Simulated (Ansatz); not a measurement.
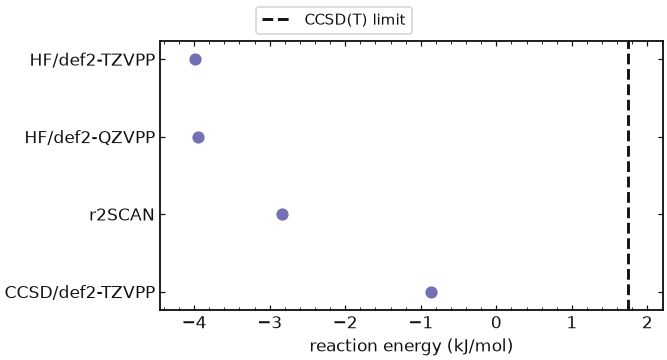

Electronic reaction energy of Si₃NH₆Br ([SiH3]N([SiH3])[Si]Br) [singlet] + SiNH₃O (N[Si]O) [singlet] → SiHOBr (O[Si]Br) [singlet] + Si₃N₂H₈ (N[Si]N([SiH3])[SiH3]) [singlet] (SMILES in brackets) at several levels (functionals in def2-TZVPP unless a basis is named), isolated molecules at PBE0-D4 triple-zeta geometries, minima by their frequencies, no zero-point or thermal terms, the Ansatz code 0.2.0. The line is frozen-core CCSD(T) at the basis limit (MP2 extrapolated from triple and quadruple zeta, plus CCSD(T) less MP2 in a smaller set). The distance of CCSD/def2-TZVPP to the limit includes basis error.

What range do the values span, the line included?

From −4.0 kJ/mol (HF/def2-TZVPP) to 1.7 kJ/mol (CCSD(T) limit).

What do zero-point energy and temperature add?

Zero-point change 0.3 kJ/mol; at 298.15 K and 1 bar the CCSD(T) limit plus thermal terms gives an enthalpy of reaction of 2.2 and a free energy of −0.9 kJ/mol (harmonic PBE0-D4 modes, ideal gas).

Caveats: no scalar relativity up to krypton; outer-core shells are correlated without core-valence functions, which makes the correlated values less sure; one conformer of each flexible molecule.
